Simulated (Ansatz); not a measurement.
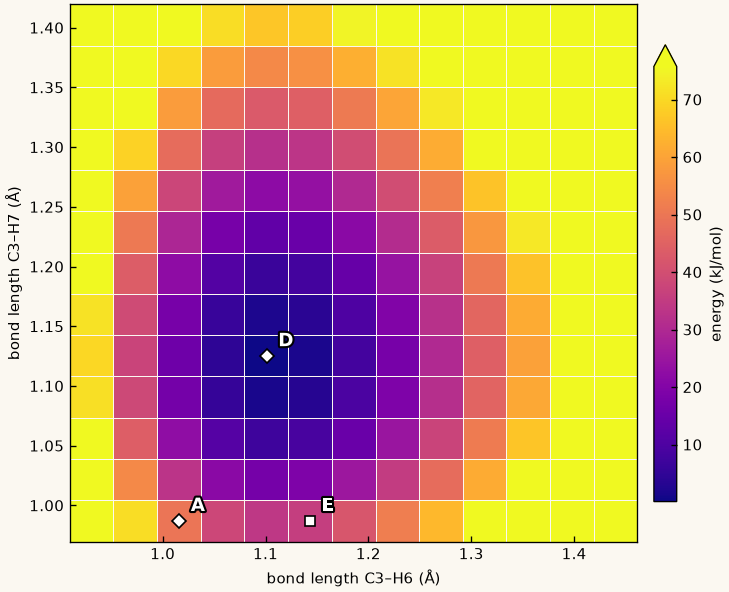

CH4AlClSi, SMILES Cl[SiH]1[CH2][AlH]1. 
- Coordinates scanned: (1) bond length C3–H6; (2) bond length C3–H7.
- Nothing is relaxed (all other coordinates rigid).
- The scan uses a 13 × 13 grid.
- Energies are in kJ/mol, from the relaxed molecule at the same level.
- Method: RKS PBE-D4/def2-SVP in Ansatz.

Drawn: one coloured cell a grid point, one colour for all values above the top of the scale, lettered points.

Q: Is D the lowest point of the computed grid?

A: Yes. D, at bond length C3–H6 = 1.101 Å, bond length C3–H7 = 1.125 Å, has the lowest energy of the grid.

Q: Rank the lettered points by energy, lowest first.

A: D (0.09 kJ/mol), E (36 kJ/mol), A (50 kJ/mol).
